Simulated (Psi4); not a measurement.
# U-r2SCAN/def2-SVPD run of GaH2O2 (SMILES [OH][Ga][OH])

Aim: the vertical ionisation energy of GaH2O2 at U-r2SCAN/def2-SVPD, from 2 runs. 

The results are computed with Psi4 1.11.

2 further runs of the same task are left out: 2 set aside as unsound or not needed.

**1. The structure to begin with**

The species is GaH2O2 (5 atoms), meant as a doublet with charge 0. As SMILES, `[OH][Ga][OH]`. Geometry: relaxed at PBE0-D4/def2-TZVP. This is one conformer, not always the lowest.

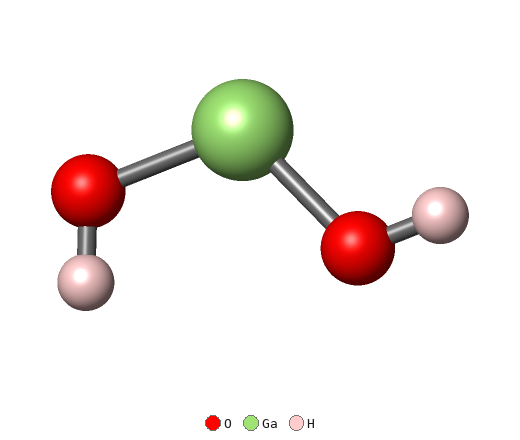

Viewed from a chosen angle; oxygen red, gallium green, hydrogen pink.

**2. Energy and gradient at U-r2SCAN/def2-SVPD**

Contents of gah2o2.json:

```json
{
 "schema_name": "qcschema_input",
 "schema_version": 1,
 "molecule": {
  "schema_name": "qcschema_molecule",
  "schema_version": 2,
  "symbols": ["O", "Ga", "O", "H", "H"],
  "geometry": [-0.7003325, 0.04081808, -2.40826697, -0.58902763, -1.42447555, 0.66820716, 1.16822869, 0.29271858, 3.00674324, -1.63914844, -0.87796676, -3.65945464, 1.85476619, 1.82963283, 2.31434758],
  "molecular_charge": 0,
  "molecular_multiplicity": 2,
  "fix_symmetry": "c1"
 },
 "driver": "gradient",
 "model": {
  "method": "r2scan",
  "basis": "def2-SVPD"
 },
 "keywords": {
  "reference": "uks",
  "puream": true,
  "e_convergence": 1e-09,
  "d_convergence": 1e-08,
  "scf_type": "pk",
  "dft_radial_points": 99,
  "dft_spherical_points": 590,
  "maxiter": 100,
  "scf_properties": ["MULLIKEN_CHARGES", "MAYER_INDICES", "QUADRUPOLE"]
 }
}
```

On the command line:

```
$ psi4 --qcschema gah2o2.json -n 1 --memory 2200MB
```

stdout:

```text
[...]
  Running in c1 symmetry.
[...]
  Nuclear repulsion =  182.431292315846804
[...]
  Multiplicity = 2
[...]
  Nalpha       = 25
  Nbeta        = 24
[...]
    Number of basis functions: 100
[...]
   @UKS iter   1: -2074.33392010870966   -1.76363e+00   2.59941e-02 DIIS/ADIIS
[...]
   @UKS iter  15: -2076.10057963233066   -4.54747e-13   3.42371e-09 DIIS
[...]
   @S^2 Observed:                7.538112038E-01
[...]
    Orbital Energies [Eh]
    ---------------------
    Alpha Occupied:
       1A   -371.964665     2A    -45.733738     3A    -40.468743
       4A    -40.466922     5A    -40.465400     6A    -18.976585
       7A    -18.965592     8A     -5.457096     9A     -3.728123
      10A     -3.722568    11A     -3.718837    12A     -0.945078
      13A     -0.934569    14A     -0.770396    15A     -0.770282
      16A     -0.767787    17A     -0.763681    18A     -0.760078
      19A     -0.477406    20A     -0.444188    21A     -0.354387
      22A     -0.313355    23A     -0.303360    24A     -0.279299
      25A     -0.219162
    Alpha Virtual:
[...]
  @UKS Final Energy: -2076.10057963233066
   => Energetics <=
    Nuclear Repulsion Energy =            182.4312923158468038
    One-Electron Energy =               -3255.8572340249420449
    Two-Electron Energy =                1090.2463634449568417
    DFT Exchange-Correlation Energy =     -92.9210013681921936
    Empirical Dispersion Energy =           0.0000000000000000
    VV10 Nonlocal Energy =                  0.0000000000000000
    Total Energy =                      -2076.1005796323306640
[...]
 Multipole Moments:
 ------------------------------------------------------------------------------------
     Multipole            Electronic (a.u.)      Nuclear  (a.u.)        Total (a.u.)
 ------------------------------------------------------------------------------------
 L = 1.  Multiply by 2.5417464519 to convert [e a0] to [Debye]
 Dipole X            :         -1.7363061            1.3598249           -0.3764812
 Dipole Y            :         -3.5808926            3.2045837           -0.3763089
 Dipole Z            :          1.1945513           -1.6796047           -0.4850534
 Magnitude           :                                                    0.7201550
 L = 2.  Multiply by 1.3450342976 to convert [e a0^2] to [Debye ang]
 Quadrupole XX       :        -47.1530691           27.5881641          -19.5649050
 Quadrupole XY       :        -20.6898846           21.6077278            0.9178432
[...]
  Mulliken Charges: (a.u.)
   Center  Symbol    Alpha    Beta     Spin     Total
       1     O     4.38861  4.25733  0.13127 -0.64594
       2    GA    15.40874 14.59023  0.81851  1.00103
       3     O     4.40390  4.34398  0.05992 -0.74788
       4     H     0.40416  0.41998 -0.01582  0.17586
       5     H     0.39459  0.38847  0.00612  0.21693
   Total alpha = 25.00000, Total beta = 24.00000, Total charge = -0.00000
  Mayer Bond Indices:
  Total Bond Index:
[...]
  -Total Gradient:
     Atom            X                  Y                   Z
    ------   -----------------  -----------------  -----------------
       1       -0.002383450588    -0.003869562715    -0.000307134359
       2        0.002431928547     0.005211639389    -0.002012943564
       3       -0.000154853682     0.001590561258    -0.003466518739
       4        0.002474773199     0.001768787339     0.004495626626
       5       -0.002446053686    -0.004773979979     0.001181730535
[...]
```

The result, in JSON:

```text
{
 "driver": "gradient",
 "model": {
  "method": "r2scan",
  "basis": "def2-SVPD"
 },
 "success": true,
 "return_result": [-0.0023834505879349877, -0.003869562714687441, -0.00030713435938381495, 0.0024319285467791496, 0.005211639388596451, -0.0020129435644328925, -0.00015485368242473818, 0.0015905612576324613, -0.003466518739165675, 0.0024747731987631583, 0.0017687873392435993, 0.004495626625640237, -0.002446053686446653, -0.004773979978902332, 0.001181730534690853],
 "properties": {
  "calcinfo_nbasis": 100,
  "calcinfo_nmo": 100,
  "calcinfo_nalpha": 25,
  "calcinfo_nbeta": 24,
  "calcinfo_natom": 5,
  "nuclear_repulsion_energy": 182.4312923158468,
  "return_energy": -2076.1005796323307,
  "return_gradient": [-0.0023834505879349877, -0.003869562714687441, -0.00030713435938381495, 0.0024319285467791496, 0.005211639388596451, -0.0020129435644328925, -0.00015485368242473818, 0.0015905612576324613, -0.003466518739165675, 0.0024747731987631583, 0.0017687873392435993, 0.004495626625640237, -0.002446053686446653, -0.004773979978902332, 0.001181730534690853],
  "scf_one_electron_energy": -3255.857234024942,
  "scf_two_electron_energy": 1090.2463634449568,
  "scf_xc_energy": -92.9210013681922,
  "scf_dipole_moment": [-0.37648118328722635, -0.37630886121418117, -0.4850534290763351],
  "scf_total_energy": -2076.1005796323307,
  "scf_total_gradient": [-0.0023834505879349877, -0.003869562714687441, -0.00030713435938381495, 0.0024319285467791496, 0.005211639388596451, -0.0020129435644328925, -0.00015485368242473818, 0.0015905612576324613, -0.003466518739165675, 0.0024747731987631583, 0.0017687873392435993, 0.004495626625640237, -0.002446053686446653, -0.004773979978902332, 0.001181730534690853],
  "scf_iterations": 15
 }
}
```

It took 42 s on 1 thread of Intel Xeon 6975P-C (Granite Rapids), shared host; peak memory 1 GiB.

**3. The singlet cation at the same level**

Contents of run.py:

```python
import psi4

psi4.set_memory(2200000000)
psi4.set_num_threads(1)
psi4.set_output_file('output.dat', False)

geom = psi4.geometry("""
1 1
O     -0.370600     0.021600    -1.274400
Ga    -0.311700    -0.753800     0.353600
O      0.618200     0.154900     1.591100
H     -0.867400    -0.464600    -1.936500
H      0.981500     0.968200     1.224700
symmetry c1
""")

psi4.set_options({
    'basis': 'def2-SVPD',
    'puream': True,
    'e_convergence': 1e-09,
    'd_convergence': 1e-08,
    'scf_type': 'pk',
    'dft_radial_points': 99,
    'dft_spherical_points': 590,
})

energy_value, wavefunction = psi4.gradient("r2scan", molecule=geom, return_wfn=True)
print('gradient / Eh bohr^-1')
print(energy_value.np.round(6))
print(f'energy = {wavefunction.energy():.10f} Eh')
for k, v in sorted(psi4.core.scalar_variables().items()):
    print(f'{k:45s} {v:18.10f}')
```

On the command line:

```
$ python run.py
```

output.dat:

```text
[...]
  Running in c1 symmetry.
[...]
  Nuclear repulsion =  182.431292115847441
[...]
  Multiplicity = 1
[...]
  Nalpha       = 24
  Nbeta        = 24
[...]
    Number of basis functions: 100
[...]
   @RKS iter   1: -2074.20857073142042   -1.63828e+00   2.52238e-02 DIIS/ADIIS
[...]
   @RKS iter  13: -2075.76291591009840   -7.73070e-12   5.67616e-09 DIIS
[...]
    Orbital Energies [Eh]
    ---------------------
    Doubly Occupied:
       1A   -372.280924     2A    -46.047773     3A    -40.782582
       4A    -40.781825     5A    -40.778431     6A    -19.245537
       7A    -19.214559     8A     -5.771399     9A     -4.040180
      10A     -4.039780    11A     -4.030440    12A     -1.200015
      13A     -1.179975    14A     -1.082270    15A     -1.082111
      16A     -1.075833    17A     -1.068407    18A     -1.063717
      19A     -0.725303    20A     -0.685943    21A     -0.600085
      22A     -0.547847    23A     -0.547363    24A     -0.516232
[...]
  @RKS Final Energy: -2075.76291591009840
   => Energetics <=
    Nuclear Repulsion Energy =            182.4312921158474410
    One-Electron Energy =               -3241.8281450798790502
    Two-Electron Energy =                1076.2366427225942971
    DFT Exchange-Correlation Energy =     -92.6027056686612298
    Empirical Dispersion Energy =           0.0000000000000000
    VV10 Nonlocal Energy =                  0.0000000000000000
    Total Energy =                      -2075.7629159100983998
[...]
 Multipole Moments:
 ------------------------------------------------------------------------------------
     Multipole            Electronic (a.u.)      Nuclear  (a.u.)        Total (a.u.)
 ------------------------------------------------------------------------------------
 L = 1.  Multiply by 2.5417464519 to convert [e a0] to [Debye]
 Dipole X            :         -2.0745204            1.3598250           -0.7146955
 Dipole Y            :         -4.1358024            3.2045837           -0.9312187
 Dipole Z            :          1.1612596           -1.6796047           -0.5183451
 Magnitude           :                                                    1.2832146
[...]
  -Total Gradient:
     Atom            X                  Y                   Z
    ------   -----------------  -----------------  -----------------
       1        0.005940480257     0.026154015599    -0.029945423290
       2       -0.029115223910    -0.054692127899     0.010037700143
       3        0.019282241412     0.037701356405    -0.009351292987
       4        0.006559679585     0.001181785983     0.018473518654
       5       -0.002796032400    -0.010542964740     0.010748163288
[...]
```

On the terminal:

```text
gradient / Eh bohr^-1
[[ 0.00594   0.026154 -0.029945]
 [-0.029115 -0.054692  0.010038]
 [ 0.019282  0.037701 -0.009351]
 [ 0.00656   0.001182  0.018474]
 [-0.002796 -0.010543  0.010748]]
energy = -2075.7629159101 Eh
CURRENT ENERGY                                  -2075.7629159101
CURRENT REFERENCE ENERGY                        -2075.7629159101
DD SOLVATION ENERGY                                 0.0000000000
DFT FUNCTIONAL TOTAL ENERGY                     -2075.7629159101
DFT TOTAL ENERGY                                -2075.7629159101
DFT VV10 ENERGY                                     0.0000000000
DFT XC ENERGY                                     -92.6027056687
GRID ELECTRONS ALPHA                               23.9999997377
GRID ELECTRONS BETA                                23.9999997377
GRID ELECTRONS TOTAL                               47.9999994754
NUCLEAR REPULSION ENERGY                          182.4312921158
ONE-ELECTRON ENERGY                             -3241.8281450799
PCM POLARIZATION ENERGY                             0.0000000000
PE ENERGY                                           0.0000000000
SCF ITERATION ENERGY                            -2075.7629159101
SCF ITERATIONS                                     13.0000000000
SCF TOTAL ENERGY                                -2075.7629159101
TWO-ELECTRON ENERGY                              1076.2366427226
XC GRID RADIAL POINTS                              99.0000000000
XC GRID SPHERICAL POINTS                          590.0000000000
XC GRID TOTAL POINTS                           282391.0000000000
```

Wall time 26 s (1 thread of Intel Xeon 6975P-C (Granite Rapids), shared host); peak memory 1 GiB.

**4. Results**

At U-r2SCAN/def2-SVPD:

| quantity | value |
| --- | --- |
| doublet GaH2O2: total energy | -2076.10058 Eh |
| doublet GaH2O2: dipole moment | 1.83 D |
| doublet GaH2O2: HOMO energy (highest over α and β) | -5.96 eV |
| doublet GaH2O2: LUMO energy (lowest over α and β) | -3.95 eV |
| doublet GaH2O2: ⟨S²⟩ | 0.754 |
| doublet GaH2O2: largest force on an atom | 0.313 eV/Å |
| singlet cation: total energy | -2075.76292 Eh |
| singlet cation: HOMO energy | -14.05 eV |
| singlet cation: LUMO energy | -12.15 eV |
| singlet cation: HOMO–LUMO gap | 1.89 eV |
| singlet cation: largest force on an atom | 3.228 eV/Å |
| vertical ionisation energy (to the singlet cation) | 9.188 eV |

The vertical ionisation energy comes to 9.19 eV (887 kJ/mol). The largest force (doublet GaH2O2) is 0.31 eV/Å: the shape isn't a stationary point for this species at this level. Only the singlet of the ionised species was computed; a triplet could lie lower.
